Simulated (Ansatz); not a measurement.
# TiSn (model cell, started as zinc blende): following an unstable mode, part 2 of 3

Which phase does TiSn (model cell, started as zinc blende) fall into along its unstable mode, and how much energy does it gain?

Ansatz 0.2.0; DFT PBEsol, scalar-relativistic, plane waves, PAW.

So far, highest frequency on the path or at a solved wavevector (cm⁻¹): step 2 (the dispersion) 242. Also lowest frequency on the path (cm⁻¹): step 2 -59.0.

The structure was built from a prototype and need not be the compound's stable phase.

### Step 4. The mode frozen in, largest atomic shift 0.6 Å

The atoms are moved along the unstable eigenvector, the largest shift by 0.6 Å, with the cell fixed.

input.yaml reads:

```yaml
crystal:
  lattice:
    - [0.0, 0.0, -6.2229415338]
    - [6.2229415338, 0.0, 0.0]
    - [3.1114707669, -6.2229415338, -3.1114707669]
  atoms:
    - { symbol: Ti, position: [0.7008384705, 0.2008384705, 0.5] }
    - { symbol: Ti, position: [0.2991615295, 0.7991615295, 0.5] }
    - { symbol: Ti, position: [0.5491615295, 0.4508384705, 0.0] }
    - { symbol: Ti, position: [-0.0491615295, 0.0491615295, 0.0] }
    - { symbol: Sn, position: [0.625, 0.625, 0.25] }
    - { symbol: Sn, position: [0.125, 0.125, 0.25] }
    - { symbol: Sn, position: [0.3267912874, 0.8267912874, 0.8464174252] }
    - { symbol: Sn, position: [0.9232087126, 0.4232087126, 0.6535825748] }
kpoints:
  mp_grid: { grid: [6, 6, 6] }
hamiltonian:
  xc: pbesol
scf:
  occupations: { method: gaussian, width: 0.01 }
output:
  forces: true
  stress: true
  eigenvalues: true
```

Started as:

```sh
$ ansatz run input.yaml --threads 4 --pin off --max-ram 7168MiB --backend cpu --events-out ev --progress --plain --runs-dir out
```

Numbers of over 12 decimals in the logs are rounded to 6 here.

Output:

```text
[...]
Crystal: 8 atoms, lattice volume = 240.983 Å³
Basis set: ecut = 420 eV, 4757 PW (Γ), exchange–correlation on 90×90×108 points (8 copies of the dense FFT grid, shifted against one another)
Bands: 63, of which v1, the nominal top of the filled ones, is band 52 counted from 1 (51 counted from 0)
Symmetry: 8 space group operations
[...]
k-points: 30 of 216 (time reversal used)
[...]
k-point 0: bands = [... 48 lower, 6.5170, 6.5602, 6.8047, 6.8047, 6.9589, 7.4712, 7.4917, 7.9494, ... 7 higher]
  k-point 1: bands = [... 48 lower, 6.5870, 6.6163, 6.9164, 6.9164, 6.9733, 7.4259, 7.5123, 7.9022, ... 7 higher]
  k-point 2: bands = [... 48 lower, 6.7689, 6.7689, 6.9836, 7.3218, 7.3218, 7.3225, 7.5688, 7.8037, ... 7 higher]
  k-point 29: bands = [... 48 lower, 6.7446, 6.8575, 6.8606, 6.9163, 7.6472, 7.7224, 7.7865, 8.0030, ... 7 higher]
[key lines of the parts left out:]
SCF converged after 9 iterations
Free energy (F): -33688.635930 eV
Fermi energy:    7.234369 eV
P = ⅓ Tr σ = -3.8363 GPa (-38.363 kbar)
```

It took 11 s on 4 threads of Arm Neoverse V1, shared host; peak memory 0.79 GiB.

Numbers from this step:

- pressure: -3.836 GPa
- gap on the k-mesh: 0 eV
- energy from the undistorted cell: -69.12 meV/atom

The energy, extrapolated to zero smearing, is -69.12 meV/atom against the undistorted cell.

The run ends at a pressure of -3.84 GPa, with forces up to 0.43 eV/Å.

### Step 5. Energy along the mode, all amplitudes (two of the runs are shown above)

An imaginary frequency means negative curvature, so the energy should fall and then rise again as anharmonic terms take over.

Numbers from this step:

```
depth at the lowest point sampled  : 69.12 meV/atom
largest atomic shift at that point : 0.6 Å
```

Energy from the parent against largest atomic shift:

```csv
largest atomic shift (Å),energy from the parent (meV/atom)
0.000,0
0.040,-0.362
0.080,-1.44
0.140,-4.41
0.220,-11.0
0.320,-23.3
0.450,-44.2
0.600,-69.1
```

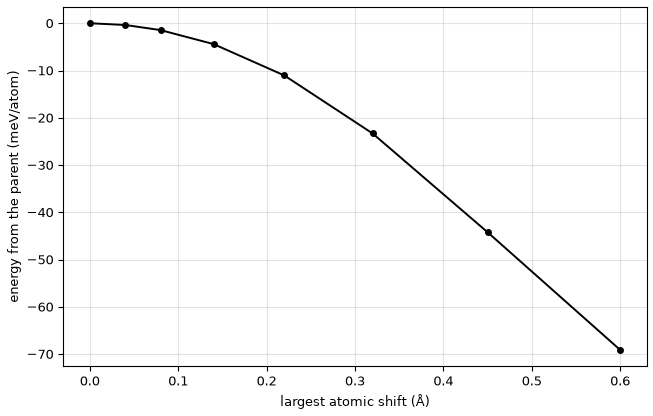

Energy from the parent, plotted against largest atomic shift.

Displacement at unit largest shift by atom:

```csv
atom,x (Å),y (Å),z (Å),size
Ti1,-0.51,0.00,0.51,0.72
Ti2,0.51,0.00,-0.51,0.72
Ti3,-0.51,0.00,-0.51,0.72
Ti4,0.51,0.00,0.51,0.72
Sn5,0.00,0.00,0.00,0.00
Sn6,0.00,0.00,0.00,0.00
Sn7,0.00,-1.00,0.00,1.00
Sn8,0.00,1.00,0.00,1.00
```

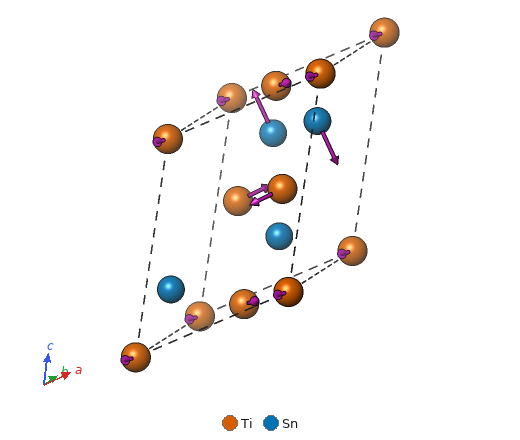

Displacement at unit largest shift as arrows, the longest 1 Å. Some periodic images of atoms are drawn too.

The lowest of the steps tried is the last one, at 0.6 Å, 69.1 meV/atom below the parent; the bottom of the well need not coincide with a step.

### Step 6. Relaxation from the frozen mode

Starting from the lowest point found, all atoms and the cell are let go, so that strain and other modes of the same symmetry can join in.

input.yaml, as its differences from that of step 4:

```diff
@@ -24 +24,6 @@
   eigenvalues: true
+relax:
+  adjacent_minimum: "off"
+  f_tol: 0.002
+  max_steps: 120
+  cell: { stress_tol: 0.03 }
```

Output:

```text
[...]
Crystal: 8 atoms, lattice volume = 240.983 Å³
Basis set: ecut = 420 eV, 4757 PW (Γ), exchange–correlation on 90×90×108 points (8 copies of the dense FFT grid, shifted against one another)
Bands: 63, of which v1, the nominal top of the filled ones, is band 52 counted from 1 (51 counted from 0)
Symmetry: 8 space group operations
[...]
k-points: 30 of 216 (time reversal used)
[...]
SCF iter   1: F=—  HF=-33688.682989 eV  |F-HF|=—  |Δ(HF+E_count)|=         —  Δρ=9.53e-3  dr2=3.42e-1  ethr=1.77e-3  ⟨swp⟩=7.0  Hψ=8042  notcnv=0
[...]
SCF iter   9: F=-33688.635930 eV  HF=-33688.635930 eV  |F-HF|=6.39e-9  |Δ(HF+E_count)|=   6.80e-9  Δρ=1.75e-6  dr2=1.12e-8  ethr=9.62e-11  ⟨swp⟩=10.8  Hψ=6674  notcnv=0
SCF 1 converged in 9 iterations: F = -33688.635930 eV  dr2 = 1.12e-8
[...]
relax step   1: F+E_penalty+E_count = -33688.63592960 eV  Δ(F+E_penalty+E_count) = +0.000e0 eV  max|allowed force component| = 4.282e-1 eV/Å  Δτ_max = 0.0000 Å  P = -3.836 GPa  Ω = 240.983 Å³  (9 SCF iters, dr2 threshold 1.00e-7 eV, accepted)
Crystal: 8 atoms, lattice volume = 215.396 Å³
Basis set: ecut = 420 eV, 4201 PW (Γ), exchange–correlation on 90×90×108 points (8 copies of the dense FFT grid, shifted against one another)
[...]
SCF iter   7: F=-33689.445637 eV  HF=-33689.445637 eV  |F-HF|=7.36e-9  |Δ(HF+E_count)|=   1.75e-7  Δρ=6.51e-6  dr2=9.90e-8  ethr=7.69e-10  ⟨swp⟩=7.4  Hψ=7800  notcnv=0
SCF 2 converged in 7 iterations: F = -33689.445637 eV  dr2 = 9.90e-8
[...]
relax step   2: F+E_penalty+E_count = -33689.44563687 eV  Δ(F+E_penalty+E_count) = -8.097e-1 eV  max|allowed force component| = 8.829e-1 eV/Å  Δτ_max = 0.1901 Å  P = -0.757 GPa  Ω = 215.396 Å³  energy of the carried Pulay correction = +2.433e-3 eV  (7 SCF iters, dr2 threshold 8.00e-7 eV, accepted)
Crystal: 8 atoms, lattice volume = 202.668 Å³
Basis set: ecut = 420 eV, 3947 PW (Γ), exchange–correlation on 90×90×108 points (8 copies of the dense FFT grid, shifted against one another)
[...]
SCF iter   7: F=-33690.190611 eV  HF=-33690.190611 eV  |F-HF|=1.69e-7  |Δ(HF+E_count)|=   3.52e-7  Δρ=9.47e-6  dr2=2.29e-7  ethr=7.69e-10  ⟨swp⟩=9.3  Hψ=8127  notcnv=0
SCF 3 converged in 7 iterations: F = -33690.190611 eV  dr2 = 2.29e-7
relax step   3: F+E_penalty+E_count = -33690.19061122 eV  Δ(F+E_penalty+E_count) = -7.450e-1 eV  max|allowed force component| = 1.134e0 eV/Å  Δτ_max = 0.1954 Å  P = -0.267 GPa  Ω = 202.668 Å³  energy of the carried Pulay correction = +3.748e-3 eV  (7 SCF iters, dr2 threshold 8.00e-7 eV, accepted)
[... from here on, the SCF cycles and remarks between the steps are left out ...]
relax step   4: F+E_penalty+E_count = -33690.96554540 eV  Δ(F+E_penalty+E_count) = -7.749e-1 eV  max|allowed force component| = 8.695e-1 eV/Å  Δτ_max = 0.1948 Å  P = +0.136 GPa  Ω = 192.072 Å³  energy of the carried Pulay correction = +4.902e-3 eV  (7 SCF iters, dr2 threshold 8.00e-7 eV, accepted)
relax step   5: F+E_penalty+E_count = -33691.32241001 eV  Δ(F+E_penalty+E_count) = -3.569e-1 eV  max|allowed force component| = 2.462e-1 eV/Å  Δτ_max = 0.1985 Å  P = +0.022 GPa  Ω = 185.504 Å³  energy of the carried Pulay correction = +5.647e-3 eV  (7 SCF iters, dr2 threshold 8.00e-7 eV, accepted)
relax step   6: F+E_penalty+E_count = -33691.40660562 eV  Δ(F+E_penalty+E_count) = -8.420e-2 eV  max|allowed force component| = 2.959e-1 eV/Å  Δτ_max = 0.1026 Å  P = +0.320 GPa  Ω = 182.309 Å³  energy of the carried Pulay correction = +6.017e-3 eV  (7 SCF iters, dr2 threshold 8.00e-7 eV, accepted)
relax step   7: F+E_penalty+E_count = -33691.53715322 eV  Δ(F+E_penalty+E_count) = -1.305e-1 eV  max|allowed force component| = 1.419e-1 eV/Å  Δτ_max = 0.1943 Å  P = -0.154 GPa  Ω = 181.350 Å³  energy of the carried Pulay correction = +6.130e-3 eV  (8 SCF iters, dr2 threshold 8.00e-7 eV, accepted)
relax step   8: F+E_penalty+E_count = -33691.66498471 eV  Δ(F+E_penalty+E_count) = -1.278e-1 eV  max|allowed force component| = 2.737e-1 eV/Å  Δτ_max = 0.1691 Å  P = +0.133 GPa  Ω = 179.928 Å³  energy of the carried Pulay correction = +6.297e-3 eV  (7 SCF iters, dr2 threshold 8.00e-7 eV, accepted)
relax step   9: F+E_penalty+E_count = -33691.75340428 eV  Δ(F+E_penalty+E_count) = -8.842e-2 eV  max|allowed force component| = 2.596e-1 eV/Å  Δτ_max = 0.1978 Å  P = +0.717 GPa  Ω = 178.758 Å³  energy of the carried Pulay correction = +6.436e-3 eV  (7 SCF iters, dr2 threshold 8.00e-7 eV, accepted)
relax step  10: F+E_penalty+E_count = -33691.77522958 eV  Δ(F+E_penalty+E_count) = -2.183e-2 eV  max|allowed force component| = 1.619e-1 eV/Å  Δτ_max = 0.1249 Å  P = -1.802 GPa  Ω = 182.423 Å³  energy of the carried Pulay correction = +6.004e-3 eV  (8 SCF iters, dr2 threshold 8.00e-7 eV, accepted)
relax step  11: F+E_penalty+E_count = -33691.76349411 eV  Δ(F+E_penalty+E_count) = +1.174e-2 eV  max|allowed force component| = 9.478e-2 eV/Å  Δτ_max = 0.0442 Å  P = +2.662 GPa  Ω = 172.171 Å³  energy of the carried Pulay correction = +7.231e-3 eV  (6 SCF iters, dr2 threshold 8.00e-7 eV, rejected (line search))
relax step  12: F+E_penalty+E_count = -33691.81349786 eV  Δ(F+E_penalty+E_count) = -3.827e-2 eV  max|allowed force component| = 4.174e-2 eV/Å  Δτ_max = 0.0370 Å  P = -0.233 GPa  Ω = 178.664 Å³  energy of the carried Pulay correction = +6.447e-3 eV  (10 SCF iters, accepted)
relax step  13: F+E_penalty+E_count = -33691.81636460 eV  Δ(F+E_penalty+E_count) = -2.867e-3 eV  max|allowed force component| = 1.720e-2 eV/Å  Δτ_max = 0.0300 Å  P = +0.166 GPa  Ω = 177.924 Å³  energy of the carried Pulay correction = +6.535e-3 eV  (6 SCF iters, dr2 threshold 1.55e-7 eV, accepted)
relax step  14: F+E_penalty+E_count = -33691.81577416 eV  Δ(F+E_penalty+E_count) = +5.904e-4 eV  max|allowed force component| = 2.165e-2 eV/Å  Δτ_max = 0.0036 Å  P = -0.258 GPa  Ω = 178.933 Å³  energy of the carried Pulay correction = +6.415e-3 eV  (6 SCF iters, dr2 threshold 7.10e-8 eV, rejected (line search))
relax step  15: F+E_penalty+E_count = -33691.81658069 eV  Δ(F+E_penalty+E_count) = -2.161e-4 eV  max|allowed force component| = 7.376e-4 eV/Å  Δτ_max = 0.0025 Å  P = +0.007 GPa  Ω = 178.284 Å³  energy of the carried Pulay correction = +6.492e-3 eV  (8 SCF iters, accepted)
Basis set: ecut = 420 eV, 3469 PW (Γ), exchange–correlation on 72×72×100 points (8 copies of the dense FFT grid, shifted against one another)
[...]
SCF iter   6: F=-33691.811170 eV  HF=-33691.811170 eV  |F-HF|=7.28e-12  |Δ(HF+E_count)|=  5.82e-11  Δρ=6.86e-8  dr2=7.84e-12  ethr=1.00e-12  ⟨swp⟩=5.7  Hψ=8697  notcnv=0
SCF 16 converged in 6 iterations: F = -33691.811170 eV  dr2 = 7.84e-12
relax step  16: F+E_penalty+E_count = -33691.81116973 eV  Δ(F+E_penalty+E_count) = +5.411e-3 eV  max|allowed force component| = 9.344e-4 eV/Å  Δτ_max = 0.0000 Å  P = +0.009 GPa  Ω = 178.284 Å³  stress off target by 1.94e-2 GPa  SCF on the basis re-selected at this cell (its energy is not comparable with the rows above)  (6 SCF iters)
basis re-selected at this cell: Δ(F+E_penalty+E_count) = +5.411e-3 eV, ΔP = +0.002 GPa vs the last step (what re-selecting the basis moved, of the pressure what is left beyond the Pulay correction that the steps carried, after the strain that the cell walked since its last selection, with what the two solves' SCF thresholds leave and, on support functions, any second-order correction that the steps lacked; it is no measure of the basis error at this ecutwfc). The dense FFT grid was sized anew with the basis: this SCF ran on 36×36×50 points, the steps before it on 45×45×54, so part of this shift can come from that change (see relax.cell in the input reference). [rest of the remark cut]
SCF converged after 6 iterations
Free energy (F): -33691.811170 eV
[...]
Internal energy: -33691.810822 eV  (E = F + TS)
E sigma→0 (E₀):  -33691.810996 eV
Entropy (-TS):   -0.000348 eV (-0.044 meV/atom)
Fermi energy:    11.580458 eV
[...]
--- Forces (eV/Å), atoms counted from 1 ---
  atom   1  Ti     0.00042006     0.00093442    -0.00042006
  atom   2  Ti    -0.00042006     0.00093442     0.00042006
  atom   3  Ti     0.00042006    -0.00093442     0.00042006
  atom   4  Ti    -0.00042006    -0.00093442    -0.00042006
  atom   5  Sn     0.00000000     0.00000000     0.00000000
  atom   6  Sn    -0.00000000     0.00000000     0.00000000
  atom   7  Sn    -0.00000000    -0.00040126    -0.00000000
  atom   8  Sn    -0.00000000     0.00040126    -0.00000000
  max |Σ_I F_I| component: 3.40e-17 eV/Å
--- Stress (GPa, compression-positive) ---
        0.004093       0.000000       0.000000
        0.000000       0.019384      -0.000000
        0.000000      -0.000000       0.004093
  P = ⅓ Tr σ = 0.0092 GPa (0.092 kbar)
--- Band table (eV; the first three rows and the last of 30) ---
  k-point 0: bands = [... 48 lower, 11.3747, 11.5440, 11.5468, 11.5468, 11.6561, 11.6700, 11.8265, 11.8559, ... 7 higher]
  k-point 1: bands = [... 48 lower, 11.2781, 11.2781, 11.3067, 11.4690, 11.6368, 11.8319, 12.0823, 12.0823, ... 7 higher]
  k-point 2: bands = [... 48 lower, 10.9764, 10.9764, 11.0554, 11.3575, 11.7225, 11.9481, 12.2815, 12.2815, ... 7 higher]
  k-point 29: bands = [... 48 lower, 11.1411, 11.2237, 11.8874, 11.9042, 11.9335, 12.0828, 12.1266, 12.2607, ... 7 higher]
--- Relaxed structure (15 steps of the walk, 13 accepted, 1 SCFs on fresh bases) ---
  F+E_penalty+E_count = -33691.81116973 eV   max|allowed force component| = 9.344e-4 eV/Å   (the final SCF, on the basis selected at the relaxed cell)
  cell:  # Å, volume = 178.2836 Å³
    - [0.0, 0, -5.300193]
    - [5.300193, 0, 0.0]
    - [2.650097, -6.346408, -2.650097]
  atoms:
    - { symbol: Ti, position: [0.607534, 0.107534, 0.624905] }
    - { symbol: Ti, position: [0.267561, 0.767561, 0.624905] }
    - { symbol: Ti, position: [0.642466, 0.482439, -0.124905] }
    - { symbol: Ti, position: [-0.017561, 0.142466, -0.124905] }
    - { symbol: Sn, position: [0.625, 0.625, 0.25] }
    - { symbol: Sn, position: [0.125, 0.125, 0.25] }
    - { symbol: Sn, position: [0.244197, 0.744197, 1.011606] }
    - { symbol: Sn, position: [1.005803, 0.505803, 0.488394] }
```

Wall time 3.6 min (4 threads); peak memory 0.86 GiB; 14 min of CPU time.

[end of part 2 of 3]

[Logs are printed without paths, hosts, clocks, repeated set-up lines and the standing remarks that a program may print on its own settings, such as how far it seeks lower states.]

[Hosts, paths, dates, database ids (printed as entryN), source tags and the programs' standing remarks are cut or masked in the printed files.]
